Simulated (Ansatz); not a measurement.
Consider Cl2F2H2O2W (SMILES [OH][W]([OH])([F])([F])([Cl])[Cl]).

```yaml
atoms:
  - { symbol: Cl, position_ang: [-1.6874, 1.2387, 1.0619] }
  - { symbol: Cl, position_ang: [1.4009, -0.8175, -1.7288] }
  - { symbol: F, position_ang: [-1.2150, 0.4926, -1.7248] }
  - { symbol: F, position_ang: [0.6413, 1.7801, -0.6251] }
  - { symbol: O, position_ang: [-0.9937, -1.4865, -0.0279] }
  - { symbol: O, position_ang: [1.0169, -0.0852, 1.1709] }
  - { symbol: W, position_ang: [-0.1294, 0.1209, -0.2520] }
  - { symbol: H, position_ang: [-1.6672, -2.1032, -0.3318] }
  - { symbol: H, position_ang: [1.7308, 0.2754, 1.7063] }
```

Geometry: PBE0-D4/def2-SVP; core potentials replace the inner electrons of W.

Method: Ansatz, isolated molecule in a Gaussian basis; Kohn-Sham density functional theory, functional PBE0.

What can the converged electron density and electron localisation function tell about the bonding?

Answer. W–O (1.84 Å): the density is about 1.2 e/Å³ at the midpoint; the ELF peaks at about 0.85 in the valence shell of O, 0.5 Å from its nucleus, and drops to about 0.20 between the two atoms.
W–F (1.87 Å): ρ at the midpoint is about 1.1 e/Å³; the ELF peaks at about 0.85 in the valence shell of F, 0.5 Å from its nucleus, and drops to about 0.25 between the two atoms.
O–H (0.96 Å): ρ at the midpoint is about 3.7 e/Å³; the ELF climbs to about 1 towards the hydrogen, as it does in any bond to H (a covalent bond by its length).

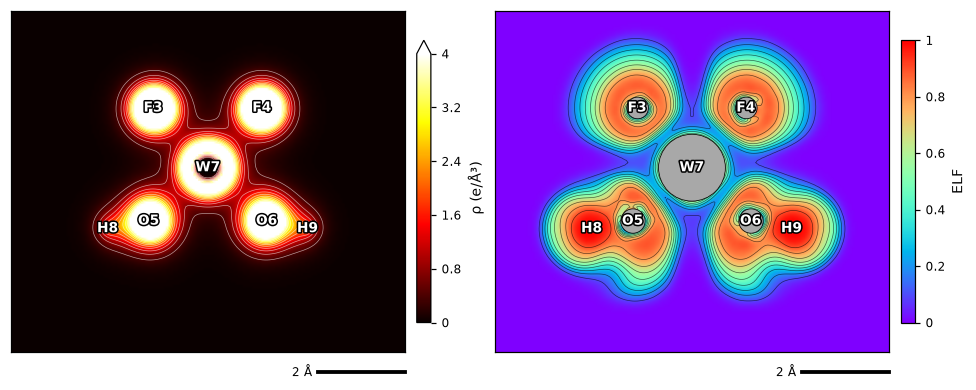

Computed electron density and electron localisation function on the plane of atoms O5, W7 and O6, in this order. Grey discs cover the atomic cores in the ELF map. 
